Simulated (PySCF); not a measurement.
CH₂O, SMILES `C=O`.

Level of theory: BLYP/def2-TZVP (PySCF), at a geometry from GFN2-xTB. No frequency check shows the geometry to be a minimum. A basis without diffuse functions makes polarisabilities too small.

Cartesian coordinates (Å):

```
C1       0.5213    0.0000    0.0000
O2      -0.6707    0.0000    0.0000
H3       1.1189   -0.9273    0.0000
H4       1.1189    0.9272    0.0000
```

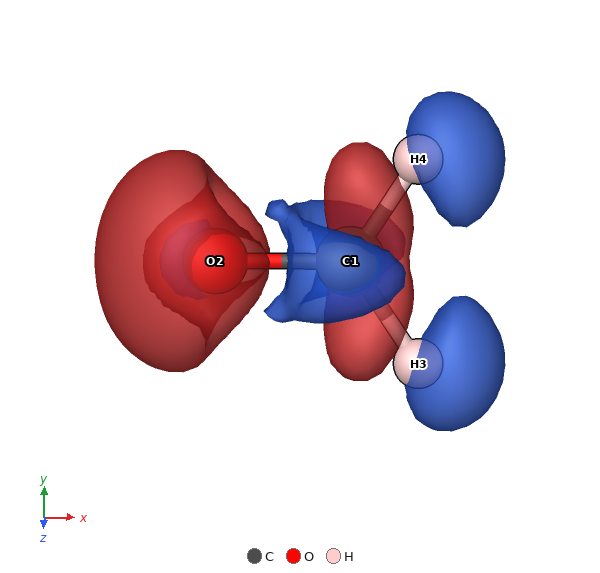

Change of the electron density in a uniform field of 0.41 V/Å, surfaces at ±0.004 e/Å³ (blue: gain, red: loss).

**Along which Cartesian direction does the field point?**

Along −x: electrons gather on the +x side, against the field.

**How large is the response?**

The induced dipole is 0.44 D (along the field); α along this axis, from the fields in both directions, is 22 bohr³ (3.2 Å³).

**Which atoms gain and lose the most charge?**

Electrons gather most on H3 and H4 alike (Hirshfeld charge changes by −0.011 e) and leave O2 most (+0.032 e); 0.047 electrons are displaced in all.
